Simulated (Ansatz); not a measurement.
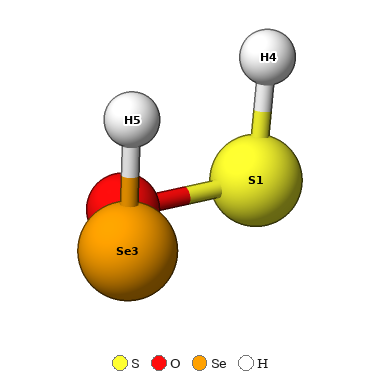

The system is H2OSSe, SMILES SO[SeH]; the picture shows the reference structure. 
- The first coordinate is: dihedral S1–O2–Se3–H5; the second: dihedral H4–S1–O2–Se3.
- Nothing is relaxed (all other coordinates rigid).
- Grid: 12 × 12 points; 74 points were computed and 70 follow by symmetry.
- Points are written as (first, second).
- Energies are in kJ/mol, from the lowest grid point.
- All numbers below come from RKS BHLYP-D4/def2-TZVP (Ansatz 0.2.0).

Its coordinates:

```xyz
5

S    -0.9800   -1.2088    0.1706
O    -0.1125   -0.0455    0.9401
Se    1.5384    0.3800    0.3493
H    -1.5283   -0.4450   -0.7815
H     1.0823    1.3193   -0.6785
```

Range: dihedral S1–O2–Se3–H5 from −180 to 150°; dihedral H4–S1–O2–Se3 from −180 to 150°.

> What will the energy surface look like?

The lowest grid point is at (−90°, 90°); the map holds 2 wells of about this depth. A higher local minimum lies near (−90°, −90°) (0.31 kJ/mol above the lowest at that grid point). The highest grid point, (0°, 0°), lies 42.0 kJ/mol above the lowest. On the interpolated surface the easiest way out of the lowest well to a well of about the same depth near (90°, 90°) passes a barrier of about 9.7 kJ/mol. Round the minimum the two coordinates are weakly coupled (coupling −0.11 in units of the two stiffnesses).

```
dihedral H4–S1–O2–Se3 ↓, dihedral S1–O2–Se3–H5 →  −180  −150  −120   −90   −60   −30     0    30    60    90   120   150
                                             150  34.5  30.5  21.2  14.3  15.2  23.0  29.4  25.2  16.5  14.2  20.2  29.6
                                             120  19.8  17.2  10.5   5.5   6.6  12.7  17.1  14.2   7.7   5.7   9.8  16.3
                                              90  10.7   8.3   3.5   0.0   1.8   7.5   9.4   5.4   0.7   0.3   4.2   8.8
                                              60  14.3  11.0   6.0   3.2   6.0  13.0  13.9   6.7   1.6   2.7   8.3  13.4
                                              30  28.1  23.1  16.0  12.6  16.6  27.1  30.3  19.3  10.5  11.2  18.8  26.4
                                               0  37.0  32.6  23.3  16.9  19.6  32.4  42.0  32.4  19.6  16.9  23.3  32.6
                                             −30  28.1  26.4  18.8  11.2  10.5  19.3  30.3  27.1  16.6  12.6  16.0  23.1
                                             −60  14.3  13.4   8.3   2.7   1.6   6.7  13.9  13.0   6.0   3.2   6.0  11.0
                                             −90  10.7   8.8   4.2   0.3   0.7   5.4   9.4   7.5   1.8   0.0   3.5   8.3
                                            −120  19.8  16.3   9.8   5.7   7.7  14.2  17.1  12.7   6.6   5.5  10.5  17.2
                                            −150  34.5  29.6  20.2  14.2  16.5  25.2  29.4  23.0  15.2  14.3  21.2  30.5
                                            −180  41.7  36.6  25.9  18.4  20.0  29.2  35.4  29.2  20.0  18.4  25.9  36.6
```

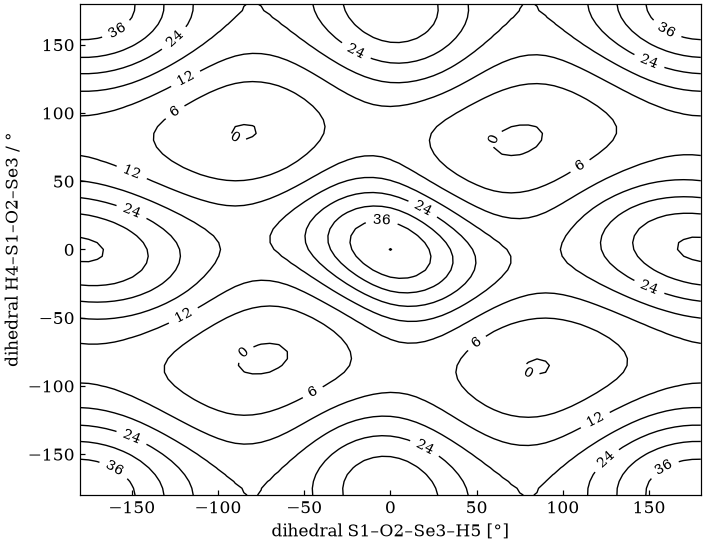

Drawn: contour lines labelled in kJ/mol. Between grid points the surface is interpolated.

Each point was launched as `ansatz run input.yaml --threads 1 --pin off --max-ram 2560MiB --backend cpu --events-out ev --progress --plain --runs-dir out`. The whole map (74 points run) took 5 min on 1 thread of Arm Neoverse V2, on a shared host.
